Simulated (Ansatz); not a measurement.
## Geometry relaxation, with input and output: C2H10ClNSi2 (part 2 of 2)

C2H10ClNSi2; RKS PBE-D4/6-31G (Ansatz 0.2.0). It belongs to a series of runs on one base structure; here: start relaxed.

Geometry of the input (Å):
```
Si 0.0000  0.0000  0.0000
H  0.0000  0.0000  1.4600
Cl 2.0086  0.0000  -0.7093
N  -0.8572  1.4851  -0.6061
C  -2.2719  1.4087  -0.9981
H  -2.8245  0.7784  -0.2704
H  -2.7088  2.4290  -1.0098
H  -2.3521  0.9607  -2.0106
C  -0.1354  2.7620  -0.7039
H  -0.2436  3.1711  -1.7300
H  -0.5567  3.4827  0.0276
H  0.9399  2.5975  -0.4831
Si -1.0456  -1.8115  -0.7393
H  -1.7029  -2.4846  0.3772
H  -2.0454  -1.4265  -1.7311
H  -0.0777  -2.7173  -1.3511
```

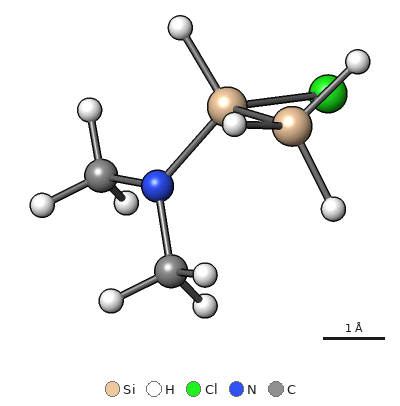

*The geometry at step 11 of the log (ball-and-stick view, seen at a tilt).*

## Trajectory as extended XYZ, continued
```
16
Properties=species:S:1:pos:R:3:forces:R:3 step=5 energy=-31983.89430
Si   -0.0050    0.0451   -0.0036    0.3199  -0.2639   0.1048
H     0.4606    0.0858    1.4553   -0.0963   0.0393  -0.2288
Cl    2.0257   -0.0006   -1.0242   -0.1806  -0.0156   0.0192
N    -0.8644    1.5030   -0.5072   -0.3720  -0.0805  -0.0902
C    -2.2039    1.4634   -1.1291   -0.2712  -0.1252  -0.1251
H    -2.8326    0.6351   -0.7090    0.3903   0.4324  -0.2509
H    -2.7206    2.4213   -0.8867    0.0563  -0.2877  -0.1153
H    -2.1697    1.3516   -2.2515    0.0078   0.1054   0.5586
C    -0.2002    2.8113   -0.5810    0.0853   0.1016   0.0036
H    -0.2230    3.1996   -1.6198    0.0175  -0.0089   0.0337
H    -0.6940    3.5539    0.0791    0.0038  -0.0588  -0.0332
H     0.8603    2.7282   -0.2911   -0.0479  -0.0079   0.0328
Si   -1.1487   -1.9611   -0.6418    0.0081   0.0351   0.0489
H    -1.8457   -2.6156    0.5435    0.0572   0.0961  -0.0878
H    -2.1921   -1.6629   -1.7064    0.0990  -0.0304   0.0733
H    -0.1199   -2.9229   -1.2047   -0.0771   0.0691   0.0566
16
Properties=species:S:1:pos:R:3:forces:R:3 step=6 energy=-31983.93251
Si    0.0106    0.0414   -0.0233    0.0895  -0.1076  -0.1043
H     0.5031    0.1117    1.4178    0.0394   0.0443  -0.1889
Cl    1.9510   -0.0570   -1.1973   -0.0899   0.0109   0.1043
N    -0.8719    1.5019   -0.4984   -0.2990  -0.1042  -0.0249
C    -2.1896    1.4658   -1.1640   -0.2291  -0.1309  -0.1237
H    -2.7988    0.5899   -0.8227    0.3624   0.4492  -0.1982
H    -2.7505    2.3872   -0.8795    0.1014  -0.2683  -0.1148
H    -2.1135    1.4307   -2.2879   -0.0211   0.0619   0.5141
C    -0.2118    2.8163   -0.5352    0.0839   0.0508  -0.0056
H    -0.1847    3.2093   -1.5734    0.0138  -0.0135   0.0658
H    -0.7429    3.5514    0.1041    0.0094  -0.0622  -0.0464
H     0.8343    2.7376   -0.1921   -0.0829   0.0028   0.0235
Si   -1.1477   -1.9585   -0.6046   -0.0017   0.0123   0.0724
H    -1.8536   -2.5651    0.5942    0.0133   0.0431  -0.0327
H    -2.1790   -1.6862   -1.6803    0.0415  -0.0081   0.0168
H    -0.1282   -2.9411   -1.1354   -0.0309   0.0195   0.0426
16
Properties=species:S:1:pos:R:3:forces:R:3 step=7 energy=-31983.98108
Si    0.0148    0.0261   -0.0885    0.1856   0.1913   0.0384
H     0.6409    0.1563    1.2878   -0.1111   0.0018  -0.0296
Cl    1.9186   -0.0809   -1.3055   -0.0285  -0.0254  -0.1072
N    -0.8950    1.4970   -0.4923   -0.1210  -0.1470  -0.0026
C    -2.1860    1.4787   -1.2021   -0.1747  -0.1111  -0.1239
H    -2.7704    0.5637   -0.9483    0.2506   0.3605  -0.1266
H    -2.7889    2.3575   -0.8784    0.1168  -0.2021  -0.0854
H    -2.0657    1.5265   -2.3166   -0.0570   0.0297   0.3651
C    -0.2304    2.8126   -0.4801    0.1121   0.0285  -0.0130
H    -0.1392    3.2151   -1.5137    0.0044  -0.0279   0.1358
H    -0.8033    3.5389    0.1334    0.0306  -0.0724  -0.0718
H     0.7942    2.7310   -0.0694   -0.1796   0.0004  -0.0144
Si   -1.1628   -1.9720   -0.5602    0.0182  -0.0040   0.0263
H    -1.8896   -2.5082    0.6540   -0.0159   0.0307   0.0073
H    -2.1622   -1.7240   -1.6646   -0.0302  -0.0199  -0.0277
H    -0.1485   -2.9829   -1.0335   -0.0003  -0.0330   0.0291
16
Properties=species:S:1:pos:R:3:forces:R:3 step=8 energy=-31984.03157
Si    0.0375    0.0234   -0.1672    0.0859   0.0928   0.0284
H     0.7174    0.1807    1.1759   -0.0478  -0.0094   0.0008
Cl    1.8622   -0.0880   -1.4972   -0.0314  -0.0332  -0.1002
N    -0.9081    1.4875   -0.4911   -0.0294   0.0172  -0.0114
C    -2.1794    1.5042   -1.2314   -0.0718  -0.0526  -0.0507
H    -2.7645    0.5873   -1.0288    0.1019   0.1277  -0.0711
H    -2.7841    2.3695   -0.8864    0.0625  -0.1334  -0.0449
H    -2.0361    1.6007   -2.3333   -0.0247   0.0153   0.1744
C    -0.2486    2.8060   -0.4171    0.0665   0.0154  -0.0341
H    -0.0889    3.2246   -1.4353    0.0011  -0.0149   0.1195
H    -0.8715    3.5157    0.1641    0.0415  -0.0446  -0.0508
H     0.7432    2.7251    0.0650   -0.1502  -0.0150  -0.0001
Si   -1.1552   -1.9900   -0.5279   -0.0157  -0.0284  -0.0268
H    -1.9430   -2.4031    0.6985    0.0060   0.0335  -0.0115
H    -2.1082   -1.8479   -1.6956    0.0096   0.0301   0.0214
H    -0.1460   -3.0605   -0.8702   -0.0039  -0.0005   0.0571
16
Properties=species:S:1:pos:R:3:forces:R:3 step=9 energy=-31984.06700
Si    0.0690    0.0263   -0.2151   -0.0375  -0.0398   0.0087
H     0.7824    0.1987    1.1086    0.0331   0.0215  -0.0641
Cl    1.7959   -0.1345   -1.6738   -0.0590   0.0076   0.0053
N    -0.9131    1.4771   -0.4884    0.1339   0.0897   0.0272
C    -2.1666    1.4966   -1.2557   -0.0253   0.0066  -0.0047
H    -2.7281    0.5592   -1.1100    0.0375   0.0336  -0.0458
H    -2.7992    2.3279   -0.8855    0.0232  -0.0735  -0.0189
H    -2.0032    1.6501   -2.3443   -0.0038   0.0051   0.0627
C    -0.2670    2.8013   -0.3700    0.0614   0.0286  -0.0348
H    -0.0451    3.2299   -1.3742   -0.0268  -0.0315   0.1673
H    -0.9328    3.5000    0.1771    0.0646  -0.0468  -0.0695
H     0.6922    2.7237    0.1789   -0.1991  -0.0189  -0.0471
Si   -1.1529   -1.9813   -0.5010    0.0293  -0.0287   0.0202
H    -1.9863   -2.3111    0.7257    0.0275   0.0433  -0.0761
H    -2.0658   -1.8350   -1.7025    0.0357  -0.0582   0.0455
H    -0.1527   -3.0935   -0.7477   -0.0947   0.0614   0.0240
16
Properties=species:S:1:pos:R:3:forces:R:3 step=10 energy=-31984.09031
Si    0.0856    0.0260   -0.2504    0.0975   0.0482  -0.1891
H     0.9115    0.2582    1.0025   -0.1012  -0.0641  -0.0901
Cl    1.7030   -0.1545   -1.8441   -0.0798   0.0004   0.0582
N    -0.9161    1.4709   -0.4816    0.2097   0.1089   0.0639
C    -2.1482    1.4982   -1.2818   -0.0315   0.0312   0.0303
H    -2.6844    0.5384   -1.2048    0.0305   0.0218  -0.0369
H    -2.8124    2.2898   -0.8833   -0.0060  -0.0565  -0.0299
H    -1.9602    1.7168   -2.3547    0.0083  -0.0094   0.0531
C    -0.2850    2.7989   -0.3119    0.0847   0.0319   0.0061
H     0.0121    3.2374   -1.2947   -0.0689  -0.0655   0.2259
H    -0.9972    3.4887    0.1889    0.1058  -0.0641  -0.0926
H     0.6285    2.7207    0.3157   -0.2640  -0.0153  -0.1396
Si   -1.1524   -1.9779   -0.4830   -0.0462  -0.2168   0.1364
H    -2.0388   -2.1921    0.7398    0.0745   0.0159  -0.1444
H    -2.0331   -1.9362   -1.7216    0.1015   0.0493   0.1023
H    -0.1863   -3.1480   -0.6131   -0.1150   0.1841   0.0465
16
Properties=species:S:1:pos:R:3:forces:R:3 step=11 energy=-31984.09646
Si    0.1145    0.0214   -0.3648    0.0991  -0.0135   0.1819
H     0.9773    0.2302    0.8706   -0.0552   0.0148  -0.1666
Cl    1.6607   -0.1558   -2.0387   -0.2269  -0.0251   0.1741
N    -0.9100    1.4652   -0.5048    0.2612   0.1168   0.0489
C    -2.1296    1.5119   -1.3237   -0.1370  -0.0070  -0.0548
H    -2.6295    0.5230   -1.3375    0.1110   0.1947  -0.0270
H    -2.8321    2.2448   -0.8727    0.0548  -0.1208  -0.1012
H    -1.9277    1.8237   -2.3757   -0.0461  -0.0475   0.1876
C    -0.3057    2.7955   -0.2532    0.1381  -0.0036  -0.0129
H     0.0491    3.2720   -1.2006   -0.1185  -0.0775   0.2646
H    -1.0581    3.4589    0.2254    0.1247  -0.0908  -0.1105
H     0.5652    2.7043    0.4337   -0.2913  -0.0219  -0.2102
Si   -1.1582   -1.9820   -0.3946   -0.0260  -0.1561  -0.2293
H    -2.1202   -2.1323    0.7843    0.2029   0.1150  -0.1576
H    -1.9648   -1.9755   -1.6876    0.0404  -0.0569   0.1576
H    -0.2041   -3.1699   -0.4381   -0.1314   0.1797   0.0554
16
Properties=species:S:1:pos:R:3:forces:R:3 step=12 energy=-31984.13446
Si    0.1147    0.0167   -0.3650   -0.0227  -0.0140  -0.0731
H     1.0089    0.2446    0.8282    0.0102   0.0060   0.0289
Cl    1.5902   -0.2280   -2.0625    0.0052  -0.0157  -0.0128
N    -0.8851    1.4667   -0.5268   -0.0592   0.0941   0.0498
C    -2.1124    1.5150   -1.3368    0.0904  -0.0430  -0.0381
H    -2.5476    0.5090   -1.4405   -0.0005  -0.0082  -0.0172
H    -2.8638    2.1629   -0.8486    0.0188   0.0116   0.0432
H    -1.9185    1.9168   -2.3521   -0.0254   0.0015  -0.0095
C    -0.3121    2.7936   -0.2363   -0.0412  -0.0172   0.0288
H     0.0149    3.3149   -1.1588    0.0085  -0.0130   0.0023
H    -1.0687    3.4256    0.2679    0.0130  -0.0208  -0.0092
H     0.5565    2.6938    0.4341   -0.0010   0.0036  -0.0083
Si   -1.1594   -1.9736   -0.4075   -0.0057   0.0095  -0.0001
H    -2.1043   -2.0380    0.7729   -0.0099   0.0174   0.0112
H    -1.9660   -2.0306   -1.6851    0.0005  -0.0069  -0.0023
H    -0.2206   -3.1541   -0.3610    0.0190  -0.0051   0.0063
16
Properties=species:S:1:pos:R:3:forces:R:3 step=13 energy=-31984.13586
Si    0.1128    0.0159   -0.4047    0.0233   0.0771   0.0366
H     1.0275    0.2551    0.7725    0.0112  -0.0236   0.0134
Cl    1.5476   -0.2394   -2.1323    0.0071  -0.0133  -0.0229
N    -0.8902    1.4705   -0.5282    0.1016  -0.1681  -0.0830
C    -2.0993    1.5141   -1.3641   -0.0847   0.1382   0.2040
H    -2.5022    0.5008   -1.5174    0.0036   0.0000  -0.0001
H    -2.8690    2.1162   -0.8422   -0.0367  -0.0260  -0.0818
H    -1.9201    1.9696   -2.3578    0.0676   0.0139  -0.0187
C    -0.3172    2.7870   -0.2030   -0.0545   0.0116  -0.0994
H     0.0358    3.3159   -1.1123   -0.0016   0.0220   0.0319
H    -1.0815    3.4156    0.2901   -0.0133   0.0118   0.0133
H     0.5355    2.6716    0.4844   -0.0084  -0.0072   0.0079
Si   -1.1626   -1.9682   -0.3884   -0.0131  -0.0085  -0.0203
H    -2.1167   -1.9770    0.7876    0.0099  -0.0044  -0.0034
H    -1.9585   -2.0721   -1.6704    0.0018  -0.0141   0.0093
H    -0.2152   -3.1403   -0.2917   -0.0137  -0.0094   0.0131
16
Properties=species:S:1:pos:R:3:forces:R:3 step=14 energy=-31984.14014
Si    0.1281    0.0127   -0.4179   -0.0099   0.0260  -0.0203
H     1.0580    0.2435    0.7510   -0.0150   0.0041  -0.0126
Cl    1.5395   -0.2699   -2.1656   -0.0112   0.0050   0.0149
N    -0.8768    1.4651   -0.5424    0.0206   0.0279   0.0160
C    -2.0910    1.5212   -1.3699    0.0147  -0.0195  -0.0016
H    -2.4865    0.5083   -1.5474   -0.0011   0.0068   0.0041
H    -2.8713    2.1096   -0.8506    0.0071  -0.0017  -0.0009
H    -1.9005    1.9920   -2.3558    0.0018   0.0096   0.0051
C    -0.3307    2.7887   -0.1928   -0.0098  -0.0463  -0.0074
H     0.0114    3.3449   -1.0891   -0.0073   0.0056   0.0045
H    -1.1084    3.3910    0.3145    0.0084  -0.0110  -0.0078
H     0.5234    2.6773    0.4938   -0.0026   0.0006  -0.0015
Si   -1.1628   -1.9655   -0.3808    0.0068   0.0036  -0.0093
H    -2.1171   -1.9487    0.7940   -0.0041  -0.0008   0.0078
H    -1.9594   -2.0887   -1.6603    0.0040  -0.0029   0.0027
H    -0.2292   -3.1462   -0.2589   -0.0025  -0.0071   0.0062
16
Properties=species:S:1:pos:R:3:forces:R:3 step=15 energy=-31984.14062
Si    0.1273    0.0121   -0.4266    0.0116   0.0015  -0.0034
H     1.0552    0.2472    0.7412    0.0012  -0.0004   0.0091
Cl    1.5434   -0.2763   -2.1667   -0.0057  -0.0005  -0.0047
N    -0.8723    1.4656   -0.5518   -0.0103   0.0063  -0.0075
C    -2.0887    1.5243   -1.3751    0.0027   0.0062   0.0058
H    -2.4768    0.5118   -1.5690    0.0025  -0.0005   0.0004
H    -2.8726    2.0975   -0.8443    0.0006   0.0001  -0.0001
H    -1.9046    2.0151   -2.3523    0.0044  -0.0001   0.0006
C    -0.3310    2.7861   -0.1908   -0.0115  -0.0037   0.0102
H    -0.0076    3.3598   -1.0829    0.0005  -0.0029  -0.0030
H    -1.1051    3.3751    0.3372   -0.0002  -0.0026  -0.0052
H     0.5337    2.6728    0.4817    0.0038  -0.0060  -0.0023
Si   -1.1634   -1.9663   -0.3771   -0.0023   0.0004  -0.0016
H    -2.1238   -1.9373    0.7932    0.0006   0.0033  -0.0012
H    -1.9533   -2.1038   -1.6591    0.0008  -0.0019   0.0004
H    -0.2336   -3.1482   -0.2357    0.0014   0.0008   0.0023
16
Properties=species:S:1:pos:R:3:forces:R:3 step=16 energy=-31984.14071
Si    0.1303    0.0122   -0.4336   -0.0151  -0.0129  -0.0030
H     1.0572    0.2458    0.7355    0.0155   0.0020  -0.0052
Cl    1.5304   -0.2804   -2.1854    0.0035   0.0041   0.0071
N    -0.8706    1.4650   -0.5543   -0.0048   0.0007  -0.0057
C    -2.0854    1.5256   -1.3794   -0.0099   0.0044  -0.0012
H    -2.4679    0.5127   -1.5841    0.0050   0.0126   0.0025
H    -2.8734    2.0902   -0.8447    0.0066  -0.0059  -0.0085
H    -1.9009    2.0268   -2.3517   -0.0001  -0.0068   0.0098
C    -0.3333    2.7841   -0.1851   -0.0033   0.0073   0.0060
H    -0.0115    3.3643   -1.0739   -0.0003  -0.0029   0.0017
H    -1.1089    3.3679    0.3464    0.0010  -0.0011  -0.0033
H     0.5320    2.6687    0.4864    0.0016  -0.0019  -0.0015
Si   -1.1625   -1.9646   -0.3739   -0.0020  -0.0020   0.0026
H    -2.1268   -1.9219    0.7932    0.0021   0.0000  -0.0043
H    -1.9481   -2.1149   -1.6572    0.0022   0.0000   0.0021
H    -0.2342   -3.1461   -0.2163   -0.0020   0.0023   0.0009
```

## Results in brief

```tsv
quantity	value
outcome	converged
total energy	−31984.1407 eV
mean-field energy	−31983.7127 eV
largest force (length of the vector) at the end	0.020 eV/Å
wall time	2.2 min
peak memory	0.15 GiB
```
